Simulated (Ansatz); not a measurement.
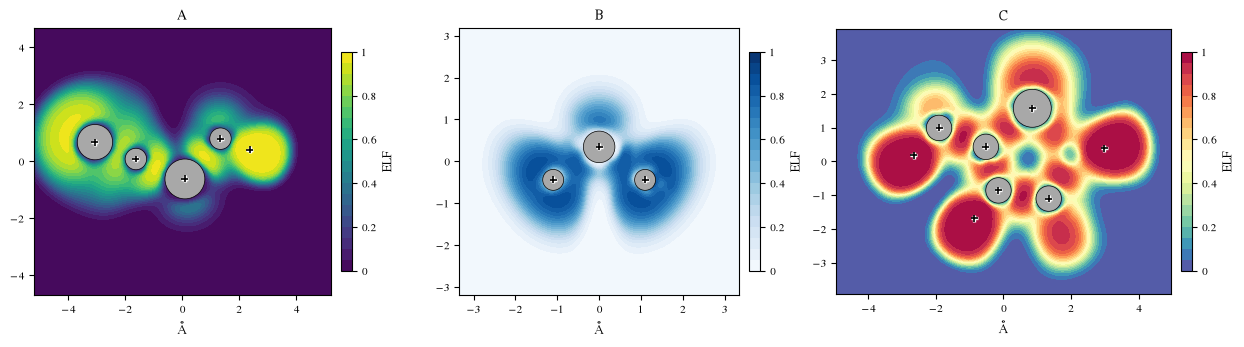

The ELF of 3 systems, each on a plane through atoms (crosses mark nuclei in the plane; grey discs cover the cores).

Method: isolated molecule in a Gaussian basis; Kohn-Sham density functional theory, functional PBE0 (Ansatz 0.2.0).

System 1: C$_{5}$H$_{8}$S (SMILES CC1=CCCS1), the plane of atoms C3, C2 and S6. Geometry: B3LYP-D3(BJ)/def2-SVP.

```
atom    x (Å)    y (Å)    z (Å)
   C  -0.3456  -0.0303   1.8283
   C  -0.7637  -0.4206   0.4468
   C   0.0071  -0.5685  -0.6427
   C  -0.7026  -1.0788  -1.8722
   C  -2.1984  -0.7852  -1.6688
   S  -2.4892  -0.7847   0.1552
   H   0.7402   0.1390   1.8738
   H  -0.6034  -0.8194   2.5550
   H  -0.8606   0.8884   2.1549
   H   1.0877  -0.4073  -0.6197
   H  -0.5314  -2.1685  -1.9758
   H  -0.3386  -0.6133  -2.8030
   H  -2.4610   0.2138  -2.0507
   H  -2.8577  -1.5266  -2.1399
```

System 2: C$_{3}$H$_{7}$PSi, the plane of atoms Si5, C2 and H12. Geometry: B3LYP/def2-SVP.

```xyz
12

C     0.0435    2.1240    1.0424
C     0.2344   -0.1123   -1.1267
C    -0.4570   -0.8018    1.7684
P    -0.2818   -1.8703    2.8839
Si   -0.6470    0.4773    0.4337
H    -0.0838    2.9041    0.2736
H    -0.4757    2.4556    1.9553
H     1.1178    2.0398    1.2723
H    -2.1091    0.6208    0.1573
H    -0.1759   -1.0746   -1.4712
H     1.3124   -0.2472   -0.9427
H     0.1132    0.6225   -1.9398
```

System 3: CH$_{2}$F$_{2}$ (SMILES FCF), the plane of atoms F2, C1 and F3. Geometry: PBE0-D4/def2-TZVP.

```yaml
atoms:
  - { symbol: C, position_ang: [-0.2952, 0.3492, 0.0174] }
  - { symbol: F, position_ang: [-0.6112, 1.2855, 0.9392] }
  - { symbol: F, position_ang: [-0.5334, -0.8725, 0.5437] }
  - { symbol: H, position_ang: [-0.9361, 0.4865, -0.8579] }
  - { symbol: H, position_ang: [0.7701, 0.4303, -0.2157] }
```

Question: Match each panel to its system.

Answer: Panel A is system 2, C$_{3}$H$_{7}$PSi: the plane holds C, P, Si and H. C–P (1.55 Å): the ELF peaks at about 0.85 between the atoms (localised, covalent bonding). Panel B is system 3, CH$_{2}$F$_{2}$: the plane holds C and F. C–F (1.35 Å): the ELF peaks at about 0.85 between the atoms; a shared but strongly polarised pair. Panel C is system 1, C$_{5}$H$_{8}$S: the plane holds C, S and H. C–C (1.34 Å): the ELF peaks at about 0.90 between the atoms; a multiple bond.
